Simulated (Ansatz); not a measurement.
A series of calculations on AlNH₆O

**1. Relaxation**

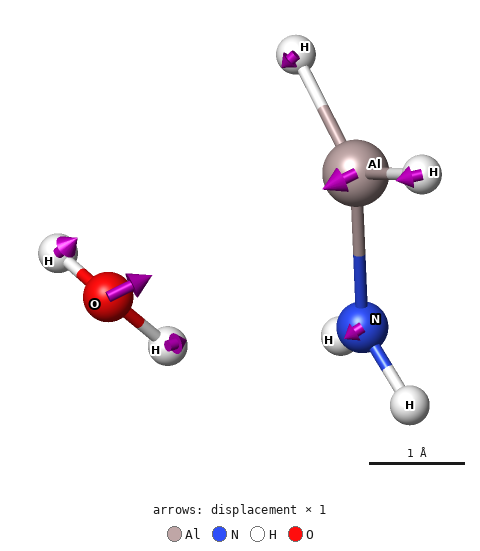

This is a relaxation of AlNH₆O. The starting structure is drawn; purple arrows show the displacements, at their true length. The two geometries are superimposed by the best rigid fit.

A ball-and-stick model, seen at a tilt.

The run prepares an end point of a later path (reaction) calculation, from a guessed geometry.

Method: RKS PBE0-D4/cc-pVDZ (Ansatz). (no spin polarisation; force threshold 0.03 eV/Å; at most 50 steps)

Q: Describe the change and its energy.

A: The largest move after the best rigid fit is that of the O atom, 0.52 Å. Largest moves by element: O 0.52 Å, Al 0.40 Å, H 0.33 Å, N 0.23 Å. Some distances before and after: Al–O 2.964 → 2.045 Å, Al–H 2.689 → 2.143 Å, H–O 0.991 → 1.011 Å, Al–H 1.588 → 1.603 Å. New bonds form, among them: Al–O (2.96 → 2.05 Å). Among the angles between lasting bonds that change: H–O–H 101.6° → 107.4°, Al–N–H 124.1° → 118.8°, H–Al–H 127.3° → 123.6°. Over 8 accepted moves (9 points after the start) the energy falls by 0.593 eV. Largest force component: 1.4 eV/Å at the start, 0.013 eV/Å at the end. The line search rejected the trial step at point 8 of the run.

Limits of the set-up: the start holds two separate molecules, 2.3 Å apart at their closest, whose relative position is a soft coordinate.

**2. Relaxation**

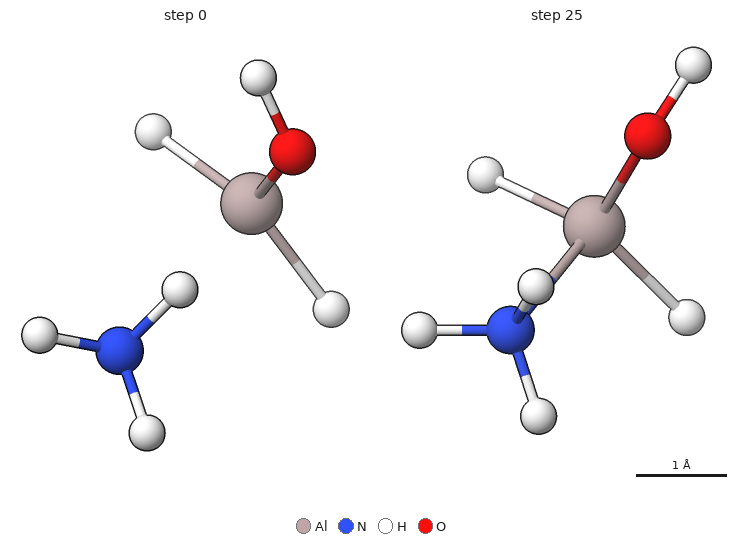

The structure of AlNH$_{6}$O before (left) and after (right) a relaxation, at one scale.

A ball-and-stick model, seen from a free direction.

The run prepares an end point of a later path (reaction) calculation, from a guessed geometry.

Theory: RKS PBE0-D4/cc-pVDZ (Ansatz 0.2.0). Set-up: no spin polarisation; force threshold 0.03 eV/Å; at most 50 steps.

### Summarise the run.

After 18 accepted moves (25 points after the start) the energy has fallen by 85.4 kJ/mol. The largest force component goes from 0.77 to 0.019 eV/Å. The line search rejected the trial steps at points 6, 10, 14, 15, 17, 20, 24 of the run. The forces were under the threshold at step 16, but the run went on from there. The largest moves after the best rigid fit, 0.78 Å, are those of H atoms. Largest moves by element: H 0.78 Å, Al 0.64 Å, N 0.40 Å, O 0.33 Å. Near-neighbour distances that change, for instance: Al–N 3.100 → 2.069 Å, Al–H 1.586 → 1.610 Å, H–N 1.041 → 1.025 Å, Al–O 1.769 → 1.774 Å. New bonds form, among them: Al–N (3.10 → 2.07 Å). Bond angles that change, for instance: H–Al–H 126.0° → 119.1°, Al–O–H 117.8° → 122.0°, H–Al–O 114.7° → 117.5°. Groups turn about Al–O by about 80°.

Limits of the set-up: the start holds two separate molecules, 2.2 Å apart at their closest, whose relative position is a soft coordinate.

**3. Path**

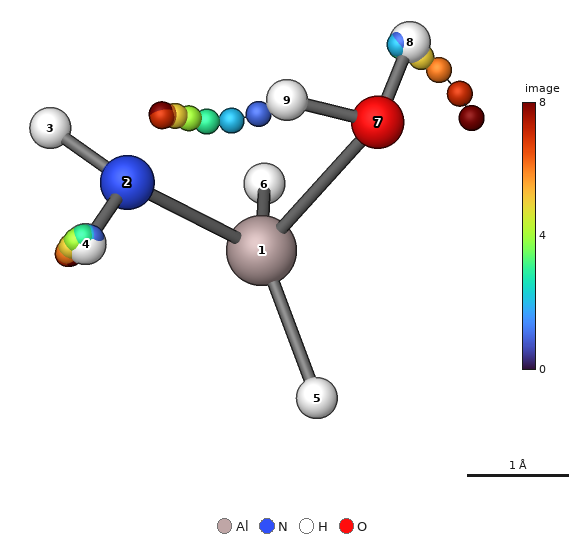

A search for the minimum-energy path of AlNH6O by the nudged elastic band. Images are numbered from 0 (start) to 8 (end). The start is drawn whole; smaller spheres mark the moving atoms (H) in the later images, joined by lines and coloured by the number of the image. Style: ball-and-stick. Shown from a free direction.

Level of theory: Ansatz 0.2.0, RKS PBE0-D4/cc-pVDZ. Settings: 7 movable images; climbing image; force threshold 0.05 eV/Å; iteration limit 60; starting path through a guess of the saddle point.

Q: Describe the path and its energy.

A: A hydrogen atom shifts from one atom to another. Breaking: O7–H9 (1.01 → 1.13 at the top → 2.31 Å). Forming: N2–H9 (1.82 → 1.44 at the top → 1.03 Å). Forward barrier 0.9 kcal/mol, backward barrier 18.1 kcal/mol, with image 1 at the top; the reaction energy is −17.2 kcal/mol. The band is converged. At the top, the vibrational analysis gives one imaginary mode (660i cm⁻¹), as a transition state must have.

The run took 4.3 min on 1 thread of Arm Neoverse V1, with other jobs on the host, peak memory 0.14 GiB.
